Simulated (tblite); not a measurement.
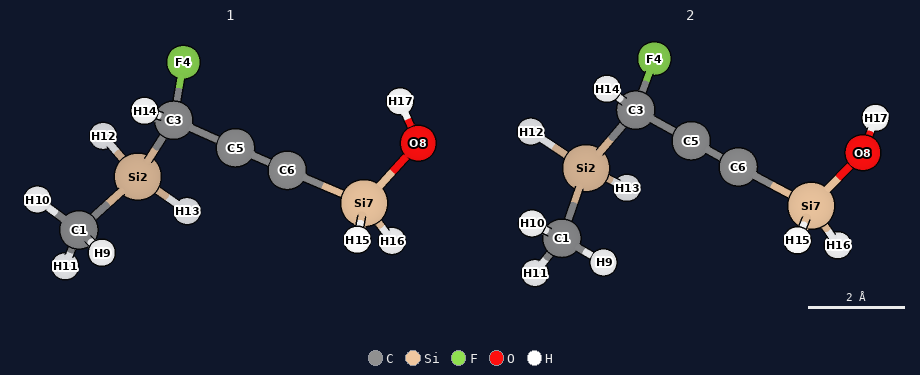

Two geometries of C₄H₉FOSi₂, drawn at one scale. One is the start of a relaxation, the other its converged end. A ball-and-stick model, seen at a tilt.

The calculation used GFN2-xTB geometry optimisation, gas phase (tblite 0.8.0). 

**Which of the two is the end point?**

Structure 2 is the relaxed one. The energy falls by 49.7 kJ/mol in 150 geometry steps. The largest move after the best rigid fit is that of H10, 1.10 Å. Largest moves by element: H 1.10 Å, C 0.52 Å, O 0.49 Å, F 0.48 Å, Si 0.34 Å. Near-neighbour distances that change, for instance: Si7–O8 1.720 → 1.626 Å, Si2–C3 1.844 → 1.937 Å, O8–H17 1.000 → 0.953 Å, C3–C5 1.475 → 1.442 Å. Bond angles that change, for instance: Si7–O8–H17 109.3° → 122.0°, H9–C1–H10 113.3° → 107.6°, Si2–C1–H10 106.5° → 111.9°. Groups turn about Si7–O8 by about 40°, Si2–C3 by about 35°. The run took 1 s on 1 thread of Arm Neoverse V2 (shared host).
